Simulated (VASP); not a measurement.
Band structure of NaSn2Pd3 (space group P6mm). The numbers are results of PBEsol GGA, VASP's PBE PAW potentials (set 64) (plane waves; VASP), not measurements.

Unless said otherwise, spin-orbit coupling is left out, though it shifts the bands of the heavy elements here.

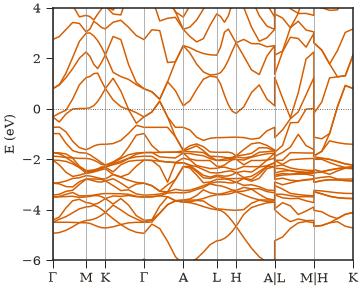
Figure: Bands along high-symmetry lines, zero at the valence-band maximum or, without a gap, the Fermi level

Q: Read the plot: is there a gap, and where are the band edges?

A: It has no gap at this level: it comes out as a metal or semimetal.

The structure comes from a computed database's NaSn2Pd3 entry (P6mm); how it stands against other phases isn't given here. The cell was not relaxed at this level. The electron count is odd and the run is not spin-polarised, which forces a metal.
